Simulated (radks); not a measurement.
# The series with 34 electrons, Se to Nb⁷⁺

What does a rising nuclear charge do to the levels of a fixed set of electrons? The series is run ion by ion, all in [Ar] 3d10 4s2 4p4.

The numbers are computed with radks (a radial shooting solver on a logarithmic mesh, Libxc functionals) version 1 (scalar-relativistic Kohn-Sham, PBE, spin-polarised, spherical densities, finite nucleus; open shells are filled with parallel spins first), except any that are marked as measured or tabulated.

**1. The atom as given**

```
electrons     : 34
ions          : Se, Br⁺, Kr²⁺, Rb³⁺, Sr⁴⁺, Zr⁶⁺, Nb⁷⁺
configuration : [Ar] 3d10 4s2 4p4
```

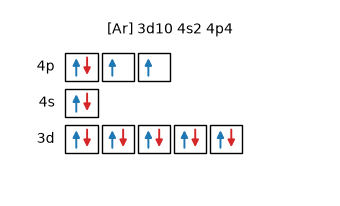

Occupation of the outer shells (arrows by Hund's rule).

**2. Se**

Input:

```text
Z 34
configuration [Ar] 3d10 4s2 4p4
relativity scalar-relativistic
functional pbe,pbe
spin polarised
nucleus finite rms 4.14 fm
c 137.035999084
```

**3. Br⁺**

Input:

```text
Z 35
configuration [Ar] 3d10 4s2 4p4 5s0 4d0
relativity scalar-relativistic
functional pbe,pbe
spin polarised
nucleus finite rms 4.1629 fm
c 137.035999084
```

**4. Kr²⁺**

Input:

```text
Z 36
configuration [Ar] 3d10 4s2 4p4 5s0 4d0
relativity scalar-relativistic
functional pbe,pbe
spin polarised
nucleus finite rms 4.1884 fm
c 137.035999084
```

**5. Rb³⁺**

Input:

```text
Z 37
configuration [Ar] 3d10 4s2 4p4 5s0 4d0
relativity scalar-relativistic
functional pbe,pbe
spin polarised
nucleus finite rms 4.2036 fm
c 137.035999084
```

**6. Sr⁴⁺**

Input:

```text
Z 38
configuration [Ar] 3d10 4s2 4p4 5s0 4d0
relativity scalar-relativistic
functional pbe,pbe
spin polarised
nucleus finite rms 4.224 fm
c 137.035999084
```

**7. Zr⁶⁺**

Input:

```text
Z 40
configuration [Ar] 3d10 4s2 4p4 5s0 4d0
relativity scalar-relativistic
functional pbe,pbe
spin polarised
nucleus finite rms 4.2694 fm
c 137.035999084
```

**8. Nb⁷⁺**

Input:

```text
Z 41
configuration [Ar] 3d10 4s2 4p4 5s0 4d0
relativity scalar-relativistic
functional pbe,pbe
spin polarised
nucleus finite rms 4.324 fm
c 137.035999084
```

Before running it: what results should come out? Wanted: for each run, ion; E; ε(3d down); ε(4s up); ε(4s down); ε(4p up); ε(4p down); <r>(4p down).

**Answer**, as computed:

| ion | E (hartree) | ε(3d down) (eV) | ε(4s up) (eV) | ε(4s down) (eV) | ε(4p up) (eV) | ε(4p down) (eV) | <r>(4p down) (bohr) |
| --- | --- | --- | --- | --- | --- | --- | --- |
| Se | -2429.97348 | -52.887 | -17.906 | -16.354 | -7.117 | -5.605 | 2.344 |
| Br⁺ | -2605.96368 | -77.677 | -31.156 | -29.334 | -18.219 | -16.421 | 1.979 |
| Kr²⁺ | -2788.82853 | -106.58 | -46.961 | -44.893 | -31.849 | -29.800 | 1.747 |
| Rb³⁺ | -2978.56749 | -139.22 | -65.034 | -62.736 | -47.725 | -45.446 | 1.579 |
| Sr⁴⁺ | -3175.18963 | -175.40 | -85.232 | -82.716 | -65.703 | -63.206 | 1.447 |
| Zr⁶⁺ | -3589.14883 | -257.92 | -131.70 | -128.77 | -107.64 | -104.73 | 1.250 |
| Nb⁷⁺ | -3806.52735 | -304.12 | -157.89 | -154.76 | -131.49 | -128.39 | 1.173 |

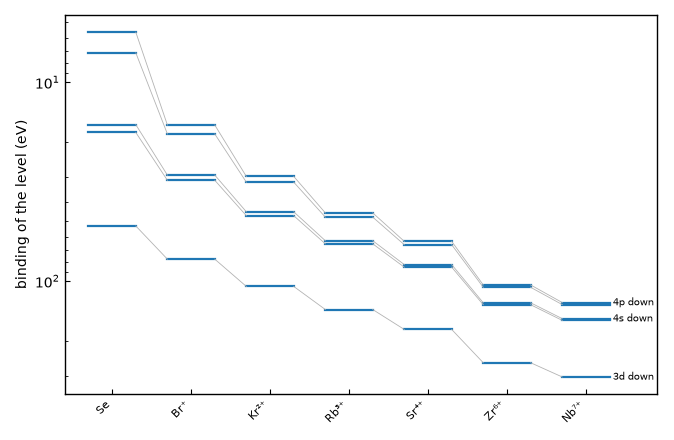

The outer levels along the series, on a logarithmic scale; empty levels red.

**Reading.** From Se to Nb⁷⁺ the 4p down level deepens by a factor 22.9 and shrinks by a factor 2.00. The order of these tabulated levels, which need not hold every outer shell, does not change along the series. The configuration is held, so it need not be the ground state of every ion.
